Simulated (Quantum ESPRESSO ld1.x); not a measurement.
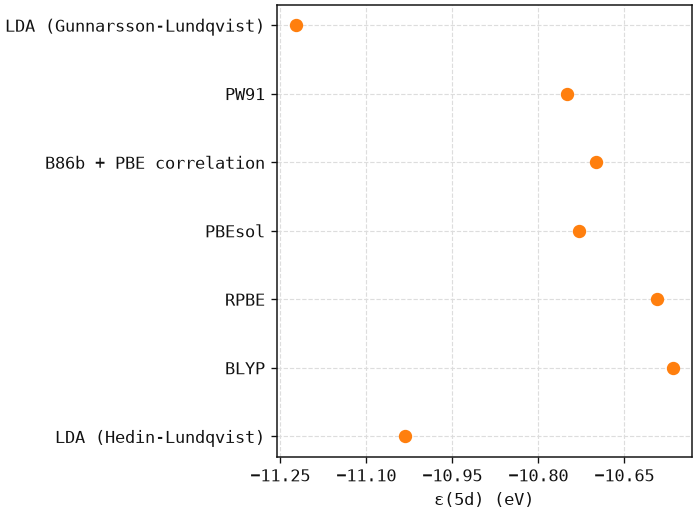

The Hf⁺ ion; electrons: [Xe] 4f14 5d1 6s2. All runs are scalar-relativistic and spherical, computed with Quantum ESPRESSO ld1.x 7.5. The plot shows the eigenvalue (eV) of the 5d orbital by 7 methods.

Q: Rank the methods.

A: The deepest is LDA (Gunnarsson-Lundqvist) (−11.22) and the shallowest BLYP (−10.57), a spread of 0.658 eV. In order (eV): LDA (Gunnarsson-Lundqvist) (−11.22), LDA (Hedin-Lundqvist) (−11.03), PW91 (−10.75), PBEsol (−10.73), B86b + PBE correlation (−10.70), RPBE (−10.59), BLYP (−10.57).
